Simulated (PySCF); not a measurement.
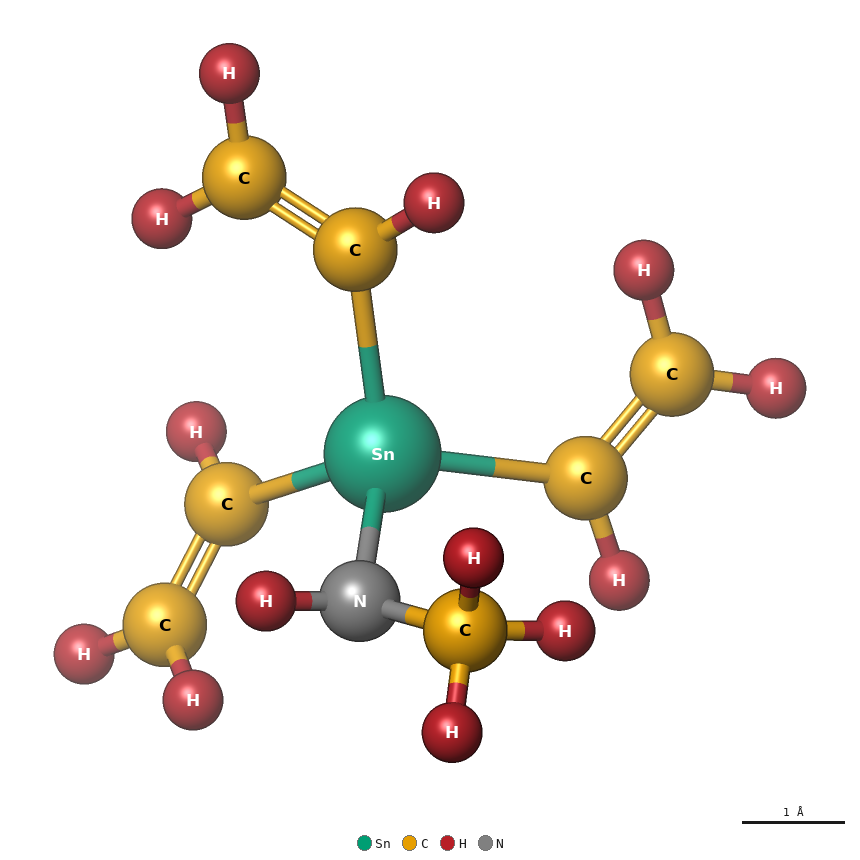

Distant atoms are faded towards the background colour. The geometry was computed by an optimisation with PBE0-D3(BJ)/def2-SVP. No frequency run is at hand to confirm it as a minimum. Masses are those of the most abundant isotopes; constants are for the rigid equilibrium geometry.

### Classify the rotor and give the rotational constants (GHz).

An asymmetric top (C1): A = 1.02, B = 0.985, C = 0.795 GHz. Ray's parameter κ is 0.69, nearer the oblate limit.
